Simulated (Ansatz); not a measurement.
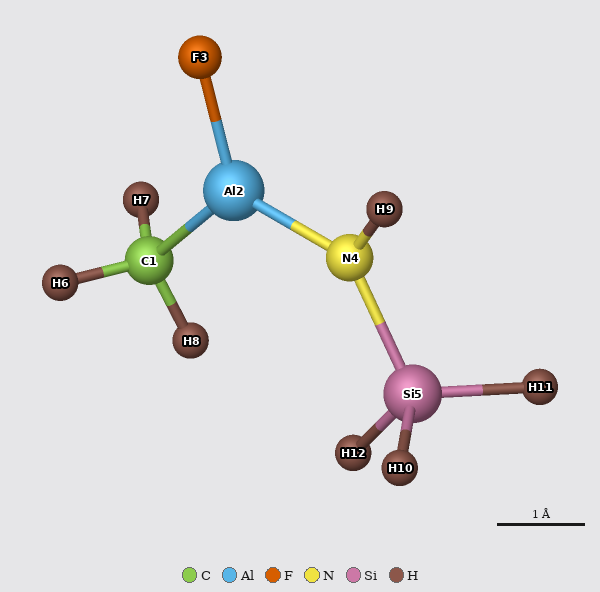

The starting structure (ball-and-stick view, seen at a tilt; atoms are numbered from 1 in the order of the input). Sticks mark near contacts. Bond lengths as drawn: Al–C 1.93 Å, Al–F 1.67 Å, Al–N 1.78 Å, C–H 1.10 Å, H–N 1.02 Å, H–Si 1.49 to 1.50 Å and N–Si 1.74 Å.

# CH7AlFNSi: nudged elastic band

System: CH7AlFNSi.
Method: RKS PBE0-D4/def2-SVP (Ansatz 0.2.0).

It belongs to a series of runs on one base structure; here: band between the two ends. Figures and captions count atoms from 1; the log counts them from 0 in places.

### Input file
```yaml
crystal:
  periodic: [false, false, false]
  atoms:
    - { symbol: C, position_ang: [-0.861063, -1.888063, 0.391731] }
    - { symbol: Al, position_ang: [-0.001657, -0.38392, 1.253196] }
    - { symbol: F, position_ang: [0.250747, -0.386736, 2.90393] }
    - { symbol: "N", position_ang: [0.590636, 1.077727, 0.418748] }
    - { symbol: Si, position_ang: [0.557398, 1.508769, -1.265229] }
    - { symbol: H, position_ang: [-0.192721, -2.765276, 0.392655] }
    - { symbol: H, position_ang: [-1.774371, -2.184445, 0.93211] }
    - { symbol: H, position_ang: [-1.132039, -1.675612, -0.653559] }
    - { symbol: H, position_ang: [1.029513, 1.774557, 1.019687] }
    - { symbol: H, position_ang: [1.928429, 1.688869, -1.840961] }
    - { symbol: H, position_ang: [-0.195215, 2.778931, -1.517308] }
    - { symbol: H, position_ang: [-0.122657, 0.399799, -2.001001] }
basis:
  gaussian: { orbitals: def2-SVP }
hamiltonian:
  xc: pbe0
  dispersion: d4
neb:
  order_check: false
  images: 5
  f_tol: 0.03
  max_iterations: 60
  final_atoms:
    - { symbol: C, position_ang: [-1.08873797, -2.1856849, 0.70660549] }
    - { symbol: Al, position_ang: [-0.01136497, -0.57487216, 0.71763026] }
    - { symbol: F, position_ang: [0.9070945, -0.20013883, 2.05903825] }
    - { symbol: "N", position_ang: [0.07244473, 0.56590116, -0.649759] }
    - { symbol: Si, position_ang: [0.95203431, 2.05962924, -0.83731823] }
    - { symbol: H, position_ang: [-0.45898263, -3.07967273, 0.84722] }
    - { symbol: H, position_ang: [-1.81200307, -2.17489864, 1.53858887] }
    - { symbol: H, position_ang: [-1.65332799, -2.31444497, -0.22983795] }
    - { symbol: H, position_ang: [-0.49443011, 0.32142792, -1.46006966] }
    - { symbol: H, position_ang: [0.03789024, 3.2326937, -1.02101598] }
    - { symbol: H, position_ang: [1.85822199, 2.02693349, -2.02987101] }
    - { symbol: H, position_ang: [1.76816097, 2.26772671, 0.39278796] }
  initial_path:
    images:
      - { positions_ang: [[-0.861063, -1.888063, 0.391731], [-0.001657, -0.38392, 1.253196], [0.250747, -0.386736, 2.90393], [0.590636, 1.077727, 0.418748], [0.557398, 1.508769, -1.265229], [-0.192721, -2.765276, 0.392655], [-1.774371, -2.184445, 0.93211], [-1.132039, -1.675612, -0.653559], [1.029513, 1.774557, 1.019687], [1.928429, 1.688869, -1.840961], [-0.195215, 2.778931, -1.517308], [-0.122657, 0.399799, -2.001001]] }
      - { positions_ang: [[-0.94496699, -1.74231188, 0.42615439], [0.12424939, -0.37319425, 1.22001168], [0.65082139, -0.61027088, 2.72701879], [0.64578339, 1.1984654, 0.44832729], [0.67413443, 1.44415667, -1.27116082], [-0.39150812, -2.61644586, 0.25723515], [-1.78297369, -2.01472914, 1.06398575], [-1.31895876, -1.38010448, -0.52515545], [0.37796765, 1.48474811, 0.99800548], [1.66249462, 2.01821421, -1.82096907], [-0.2340666, 2.10530695, -1.63568691], [0.6140233, 0.43076517, -1.85376727]] }
      - { positions_ang: [[-1.02887097, -1.59656075, 0.46057778], [0.25015579, -0.36246851, 1.18682736], [1.05089577, -0.83380577, 2.55010757], [0.70093078, 1.31920379, 0.47790658], [0.79087086, 1.37954433, -1.27709263], [-0.59029524, -2.46761572, 0.1218153], [-1.79157639, -1.84501329, 1.1958615], [-1.50587852, -1.08459696, -0.39675191], [-0.27357771, 1.19493923, 0.97632396], [1.39656023, 2.34755941, -1.80097714], [-0.2729182, 1.43168291, -1.75406583], [1.35070359, 0.46173134, -1.70653353]] }
      - { positions_ang: [[-1.11277496, -1.45080963, 0.49500116], [0.37606218, -0.35174276, 1.15364303], [1.45097016, -1.05734065, 2.37319636], [0.75607817, 1.43994219, 0.50748587], [0.9076073, 1.314932, -1.28302445], [-0.78908237, -2.31878559, -0.01360455], [-1.80017908, -1.67529743, 1.32773725], [-1.69279828, -0.78908945, -0.26834836], [-0.92512306, 0.90513034, 0.95464244], [1.13062585, 2.67690462, -1.78098521], [-0.3117698, 0.75805886, -1.87244474], [2.08738389, 0.49269751, -1.5592998]] }
      - { positions_ang: [[-1.10476263, -1.69576805, 0.56553594], [0.2469198, -0.42611923, 1.00830544], [1.26967827, -0.77160671, 2.26847699], [0.52820036, 1.14859518, 0.12173758], [0.9224163, 1.56316441, -1.13445571], [-0.67904912, -2.57241463, 0.27333697], [-1.80412041, -1.84183117, 1.39802112], [-1.67964152, -1.29754129, -0.25551156], [-0.78155875, 0.71056287, 0.14973841], [0.76638065, 2.86216764, -1.52766214], [0.4115608, 1.18101707, -1.92492016], [1.98097625, 1.08437391, -0.90860388]] }
      - { positions_ang: [[-1.0967503, -1.94072647, 0.63607072], [0.11777741, -0.5004957, 0.86296785], [1.08838638, -0.48587277, 2.16375762], [0.30032254, 0.85724817, -0.26401071], [0.93722531, 1.81139682, -0.98588697], [-0.56901587, -2.82604368, 0.56027849], [-1.80806174, -2.0083649, 1.46830499], [-1.66648475, -1.80599313, -0.24267475], [-0.63799443, 0.5159954, -0.65516563], [0.40213544, 3.04743067, -1.27433906], [1.1348914, 1.60397528, -1.97739559], [1.87456861, 1.67605031, -0.25790796]] }
      - { positions_ang: [[-1.08873797, -2.1856849, 0.70660549], [-0.01136497, -0.57487216, 0.71763026], [0.9070945, -0.20013883, 2.05903825], [0.07244473, 0.56590116, -0.649759], [0.95203431, 2.05962924, -0.83731823], [-0.45898263, -3.07967273, 0.84722], [-1.81200307, -2.17489864, 1.53858887], [-1.65332799, -2.31444497, -0.22983795], [-0.49443011, 0.32142792, -1.46006966], [0.03789024, 3.2326937, -1.02101598], [1.85822199, 2.02693349, -2.02987101], [1.76816097, 2.26772671, 0.39278796]] }
```

Machine: 2 threads of Intel Xeon (Sapphire Rapids), 16 GiB of memory available, shared host.

Run as:
```bash
ansatz run input.yaml --threads 2 --pin off --max-ram 3072MiB --backend cpu --events-out ev --progress --plain --runs-dir out
```

### The program's output
```
Engine: ansatz 0.2.0, x86_64-unknown-linux-gnu
Functional definition: PBE0
  parameter a = 0.25
  parameter kappa = 0.804
  parameter beta = 0.06672455060314922
  exchange = (1 - a)*pbe_x(kappa = kappa, mu = beta*pi^2/3) + a*exact_x
  correlation = pbe_c(beta = beta)
1182 factors; integrals over basis functions are off by at most 3.3e-4 eV
mean field evaluation 1: about -19804.7543 eV, gradient 7.2e1 eV
mean field evaluation 2: about -19793.9693 eV, gradient 9.8e1 eV
mean field evaluation 4: about -19815.4613 eV, gradient 4.6e0 eV
mean field evaluation 8: about -19815.5219 eV, gradient 2.6e-2 eV
mean field -19815.52187345 eV, -728.2069974061 hartree, gradient 1.1e-5 eV, S^2 0.000000; 0 other end points of the search recorded, 0 dependent functions left out
the calculation of the forces begins
reference -19815.52190758 eV, -728.2069986604 hartree; 28, 28 occupied and 85, 85 virtual orbitals, 1182 factors
1182 factors; integrals over basis functions are off by at most 4.2e-4 eV
mean field evaluation 16: about -19804.7147 eV, gradient 7.2e1 eV
mean field -19815.49483635 eV, -728.2060038111 hartree, gradient 1.5e-5 eV, S^2 0.000000; 0 other end points of the search recorded, 0 dependent functions left out
[... from here on the field's lines of each further geometry are left out, up to the last ...]
NEB iter   1: max|band force component| = 4.208e1 eV/Å  barrier→ = 12.8372 eV  barrier← = 12.8043 eV  Δτ_max = 0.2000 Å  (177 SCF iters)
NEB iter   2: max|band force component| = 9.010e0 eV/Å  barrier→ = 4.3036 eV  barrier← = 4.2707 eV  Δτ_max = 0.2000 Å  (153 SCF iters)
NEB iter   3: max|band force component| = 4.064e0 eV/Å  barrier→ = 1.7802 eV  barrier← = 1.7474 eV  Δτ_max = 0.2000 Å  (150 SCF iters)
NEB iter   4: max|band force component| = 8.230e0 eV/Å  barrier→ = 1.5851 eV  barrier← = 1.5522 eV  Δτ_max = 0.0999 Å  (141 SCF iters)
NEB iter   5: max|band force component| = 1.469e0 eV/Å  barrier→ = 0.9970 eV  barrier← = 0.9641 eV  Δτ_max = 0.2000 Å  (138 SCF iters)
NEB iter   6: max|band force component| = 7.562e-1 eV/Å  barrier→ = 0.7006 eV  barrier← = 0.6678 eV  Δτ_max = 0.1997 Å  (137 SCF iters)
NEB iter   7: max|band force component| = 1.060e0 eV/Å  barrier→ = 0.5170 eV  barrier← = 0.4841 eV  Δτ_max = 0.0998 Å  (137 SCF iters)
NEB iter   8: max|band force component| = 4.886e-1 eV/Å  barrier→ = 0.4582 eV  barrier← = 0.4254 eV  CI = image 3  Δτ_max = 0.2000 Å  (141 SCF iters)
NEB iter   9: max|band force component| = 4.857e-1 eV/Å  barrier→ = 0.3900 eV  barrier← = 0.3571 eV  CI = image 3  Δτ_max = 0.2000 Å  (139 SCF iters)
NEB iter  10: max|band force component| = 3.142e-1 eV/Å  barrier→ = 0.3369 eV  barrier← = 0.3040 eV  CI = image 3  Δτ_max = 0.1937 Å  (136 SCF iters)
NEB iter  11: max|band force component| = 3.593e-1 eV/Å  barrier→ = 0.3108 eV  barrier← = 0.2780 eV  CI = image 3  Δτ_max = 0.1005 Å  (139 SCF iters)
NEB iter  12: max|band force component| = 3.905e-1 eV/Å  barrier→ = 0.2986 eV  barrier← = 0.2658 eV  CI = image 3  Δτ_max = 0.0500 Å  (140 SCF iters)
NEB iter  13: max|band force component| = 1.850e-1 eV/Å  barrier→ = 0.2932 eV  barrier← = 0.2603 eV  CI = image 3  Δτ_max = 0.1003 Å  (141 SCF iters)
NEB iter  14: max|band force component| = 4.463e-1 eV/Å  barrier→ = 0.2850 eV  barrier← = 0.2522 eV  CI = image 3  Δτ_max = 0.0500 Å  (139 SCF iters)
NEB iter  15: max|band force component| = 1.020e-1 eV/Å  barrier→ = 0.2815 eV  barrier← = 0.2486 eV  CI = image 3  Δτ_max = 0.1001 Å  (139 SCF iters)
NEB iter  16: max|band force component| = 1.074e-1 eV/Å  barrier→ = 0.2765 eV  barrier← = 0.2437 eV  CI = image 3  Δτ_max = 0.0500 Å  (140 SCF iters)
NEB iter  17: max|band force component| = 5.373e-2 eV/Å  barrier→ = 0.2748 eV  barrier← = 0.2419 eV  CI = image 3  Δτ_max = 0.0500 Å  (140 SCF iters)
NEB iter  18: max|band force component| = 4.448e-2 eV/Å  barrier→ = 0.2735 eV  barrier← = 0.2406 eV  CI = image 3  Δτ_max = 0.0500 Å  (135 SCF iters)
NEB iter  19: max|band force component| = 6.973e-2 eV/Å  barrier→ = 0.2727 eV  barrier← = 0.2398 eV  CI = image 3  Δτ_max = 0.0250 Å  (140 SCF iters)
NEB iter  20: max|band force component| = 4.394e-2 eV/Å  barrier→ = 0.2724 eV  barrier← = 0.2395 eV  CI = image 3  Δτ_max = 0.0250 Å  (137 SCF iters)
NEB iter  21: max|band force component| = 3.092e-2 eV/Å  barrier→ = 0.2722 eV  barrier← = 0.2393 eV  CI = image 3  Δτ_max = 0.0250 Å  (131 SCF iters)
NEB iter  22: max|band force component| = 3.662e-2 eV/Å  barrier→ = 0.2720 eV  barrier← = 0.2392 eV  CI = image 3  Δτ_max = 0.0125 Å  (120 SCF iters)
the calculation of the forces begins
reference -19815.45772444 eV, -728.2046399736 hartree; 28, 28 occupied and 85, 85 virtual orbitals, 1182 factors
1182 factors; integrals over basis functions are off by at most 4.9e-4 eV
mean field -19815.25487993 eV, -728.1971855753 hartree, gradient 1.0e-5 eV, S^2 0.000000; 1 other end points of the search recorded, 0 dependent functions left out
the calculation of the forces begins
reference -19815.25491501 eV, -728.1971868645 hartree; 28, 28 occupied and 85, 85 virtual orbitals, 1182 factors
NEB iter  23: max|band force component| = 2.938e-2 eV/Å  barrier→ = 0.2719 eV  barrier← = 0.2390 eV  CI = image 3  Δτ_max = 0.0000 Å  (240 SCF iters)
```

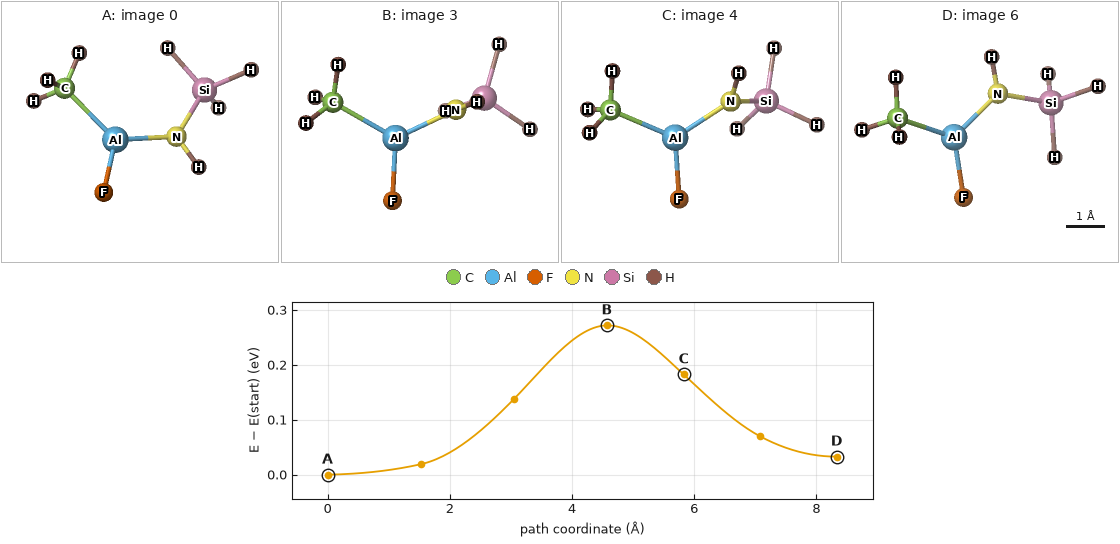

Images of the last band (counted from 0; ball-and-stick, seen at a tilt) above the energy along the path; the line is a cubic interpolation that uses the forces. The highest image is number 3, 0.272 eV above the start and 0.239 eV above the end (the climbing image); the end lies 0.033 eV above the start. The path is 8.34 Å long. The band converged in 23 iterations.

```
Total energy: -19815.45484472 eV, -728.2045341457 hartree
Atom 0 at    -1.173449    -1.857083     0.774013 Å, force     0.001689    -0.000652    -0.001486 eV/Å
Atom 1 at     0.057408    -0.382269     1.016245 Å, force     0.003784    -0.000763    -0.003966 eV/Å
Atom 2 at     1.274095    -0.589629     2.141926 Å, force    -0.001876     0.000763     0.000860 eV/Å
Atom 3 at     0.017491     1.167278     0.108275 Å, force    -0.005944    -0.000393     0.009959 eV/Å
Atom 4 at     0.943288     1.499045    -1.319003 Å, force     0.002319     0.000578    -0.000906 eV/Å
Atom 5 at    -0.752124    -2.566508     0.040425 Å, force    -0.002669     0.001729    -0.002188 eV/Å
Atom 6 at    -1.333667    -2.419645     1.706703 Å, force     0.001186    -0.000910     0.000623 eV/Å
Atom 7 at    -2.148710    -1.529824     0.382400 Å, force    -0.000999    -0.000251     0.001755 eV/Å
Atom 8 at    -0.522249     1.948573     0.473511 Å, force     0.003816     0.002057    -0.003711 eV/Å
Atom 9 at     2.011991     2.531997    -1.133053 Å, force    -0.001860     0.001011    -0.000165 eV/Å
Atom 10 at     0.101435     1.942217    -2.476177 Å, force     0.000240    -0.002172    -0.001610 eV/Å
Atom 11 at     1.601490     0.200448    -1.681266 Å, force     0.000313    -0.000995     0.000836 eV/Å
Dipole moment:    -0.433277     0.077796    -0.079082 e Å
this run last wrote the band of iteration 23 to [file]
```

### The last band as extended XYZ (Å, eV, eV/Å)
```
12
Properties=species:S:1:pos:R:3:forces:R:3 image=0 energy=-19815.72672
C    -0.8611   -1.8881    0.3917    0.0031  -0.0034   0.0018
Al   -0.0017   -0.3839    1.2532    0.0002   0.0050  -0.0063
F     0.2507   -0.3867    2.9039    0.0009  -0.0005   0.0025
N     0.5906    1.0777    0.4187    0.0015  -0.0041   0.0067
Si    0.5574    1.5088   -1.2652   -0.0019   0.0013   0.0008
H    -0.1927   -2.7653    0.3927   -0.0009   0.0001   0.0008
H    -1.7744   -2.1844    0.9321   -0.0021   0.0025   0.0001
H    -1.1320   -1.6756   -0.6536    0.0007  -0.0001  -0.0010
H     1.0295    1.7746    1.0197   -0.0027  -0.0030  -0.0034
H     1.9284    1.6889   -1.8410    0.0025   0.0002  -0.0011
H    -0.1952    2.7789   -1.5173   -0.0017   0.0019  -0.0005
H    -0.1227    0.3998   -2.0010    0.0005   0.0001  -0.0004
12
Properties=species:S:1:pos:R:3:forces:R:3 image=1 energy=-19815.70770
C    -0.9532   -1.8316    0.4164   -0.0014   0.0012  -0.0015
Al   -0.0251   -0.3629    1.2712   -0.0005   0.0001   0.0136
F     0.2559   -0.3696    2.9170   -0.0124   0.0068   0.0026
N     0.5711    1.0868    0.4200    0.0071   0.0157  -0.0155
Si    0.6579    1.4326   -1.2824   -0.0024  -0.0012   0.0071
H    -0.2722   -2.4350   -0.2060    0.0082   0.0022   0.0012
H    -1.4109   -2.5032    1.1592    0.0094  -0.0037  -0.0057
H    -1.7519   -1.4637   -0.2478    0.0046   0.0002  -0.0100
H     0.9349    1.8315    1.0127    0.0041  -0.0075   0.0087
H     1.9689    2.0638   -1.6343    0.0043  -0.0209  -0.0061
H    -0.4172    2.3559   -1.7700   -0.0055   0.0059   0.0077
H     0.5188    0.1402   -2.0219   -0.0155   0.0011  -0.0020
12
Properties=species:S:1:pos:R:3:forces:R:3 image=2 energy=-19815.58921
C    -1.0639   -1.8912    0.5683    0.0132   0.0077  -0.0170
Al   -0.0119   -0.3761    1.1579   -0.0030  -0.0031   0.0248
F     0.6716   -0.4256    2.6816   -0.0596   0.0265   0.0407
N     0.2553    1.1556    0.2728    0.0114  -0.0113   0.0384
Si    0.7964    1.4672   -1.3486   -0.0067  -0.0002  -0.0191
H    -0.5811   -2.4653   -0.2387    0.0190   0.0083  -0.0147
H    -1.2415   -2.5802    1.4089    0.0106  -0.0121  -0.0199
H    -2.0433   -1.5587    0.1869    0.0130  -0.0027  -0.0153
H     0.3410    1.9704    0.8786    0.0564   0.0232   0.0087
H     1.9216    2.4555   -1.3312    0.0029  -0.0285  -0.0224
H    -0.2526    2.0139   -2.2676   -0.0262  -0.0031   0.0159
H     1.2852    0.1790   -1.9349   -0.0310  -0.0047  -0.0201
12
Properties=species:S:1:pos:R:3:forces:R:3 image=3 energy=-19815.45481
C    -1.1734   -1.8571    0.7740    0.0017  -0.0007  -0.0015
Al    0.0574   -0.3823    1.0162    0.0038  -0.0008  -0.0040
F     1.2741   -0.5896    2.1419   -0.0019   0.0008   0.0009
N     0.0175    1.1673    0.1083   -0.0059  -0.0004   0.0100
Si    0.9433    1.4990   -1.3190    0.0023   0.0006  -0.0009
H    -0.7521   -2.5665    0.0404   -0.0027   0.0017  -0.0022
H    -1.3337   -2.4196    1.7067    0.0012  -0.0009   0.0006
H    -2.1487   -1.5298    0.3824   -0.0010  -0.0003   0.0018
H    -0.5222    1.9486    0.4735    0.0038   0.0021  -0.0037
H     2.0120    2.5320   -1.1331   -0.0019   0.0010  -0.0002
H     0.1014    1.9422   -2.4762    0.0002  -0.0022  -0.0016
H     1.6015    0.2004   -1.6813    0.0003  -0.0010   0.0008
12
Properties=species:S:1:pos:R:3:forces:R:3 image=4 energy=-19815.54415
C    -1.1622   -1.9640    0.8382   -0.0144   0.0032   0.0139
Al   -0.0344   -0.3944    0.9308    0.0106  -0.0131  -0.0081
F     1.2514   -0.4034    1.9939    0.0367  -0.0164  -0.0368
N    -0.1816    1.0342   -0.1359   -0.0095  -0.0011  -0.0153
Si    1.0617    1.6758   -1.1694    0.0098   0.0096   0.0077
H    -0.5871   -2.7394    0.3006   -0.0221  -0.0084   0.0092
H    -1.4159   -2.3841    1.8230   -0.0094   0.0083   0.0159
H    -2.0895   -1.7992    0.2690   -0.0165   0.0048   0.0174
H    -1.1106    1.4055   -0.3212   -0.0119  -0.0428  -0.0338
H     1.6217    2.9969   -0.7453   -0.0143   0.0209   0.0175
H     0.5458    1.8381   -2.5665    0.0150   0.0081  -0.0002
H     2.1778    0.6785   -1.1832    0.0259   0.0268   0.0125
12
Properties=species:S:1:pos:R:3:forces:R:3 image=5 energy=-19815.65700
C    -1.1324   -2.1071    0.7973   -0.0083   0.0006   0.0036
Al   -0.1072   -0.4652    0.8011    0.0107  -0.0086  -0.0028
F     0.9537   -0.1528    2.0502    0.0212  -0.0122  -0.0144
N    -0.1507    0.7465   -0.5067    0.0081  -0.0053  -0.0138
Si    1.0679    1.9010   -0.9763    0.0033   0.0102   0.0055
H    -0.4383   -2.9509    0.6414   -0.0156  -0.0101   0.0043
H    -1.6440   -2.2908    1.7547   -0.0074   0.0091   0.0077
H    -1.8797   -2.1437   -0.0103   -0.0122   0.0034   0.0075
H    -0.9449    0.7059   -1.1422    0.0090  -0.0221  -0.0092
H     0.7531    3.3142   -0.5933   -0.0215   0.0046   0.0017
H     1.2491    1.8765   -2.4630    0.0096   0.0091   0.0015
H     2.3503    1.5111   -0.3189    0.0030   0.0211   0.0083
12
Properties=species:S:1:pos:R:3:forces:R:3 image=6 energy=-19815.69385
C    -1.0887   -2.1857    0.7066    0.0021   0.0084   0.0033
Al   -0.0114   -0.5749    0.7176    0.0062  -0.0181  -0.0076
F     0.9071   -0.2001    2.0590   -0.0035   0.0049  -0.0036
N     0.0724    0.5659   -0.6498    0.0028   0.0124   0.0053
Si    0.9520    2.0596   -0.8373   -0.0048  -0.0058   0.0015
H    -0.4590   -3.0797    0.8472    0.0001   0.0063  -0.0005
H    -1.8120   -2.1749    1.5386   -0.0010  -0.0030  -0.0016
H    -1.6533   -2.3144   -0.2298    0.0002  -0.0005   0.0005
H    -0.4944    0.3214   -1.4601   -0.0073  -0.0080   0.0021
H     0.0379    3.2327   -1.0210   -0.0010   0.0067   0.0001
H     1.8582    2.0269   -2.0299    0.0069  -0.0026  -0.0027
H     1.7682    2.2677    0.3928   -0.0006  -0.0006   0.0032
```

### Summary

```csv
quantity,value
outcome,converged
"barrier, forward",0.272 eV
"barrier, backward",0.239 eV
wall time,4.7 min (CPU time 9 min)
peak memory,0.29 GiB
```

### Notes

The order of the saddle point was not checked.
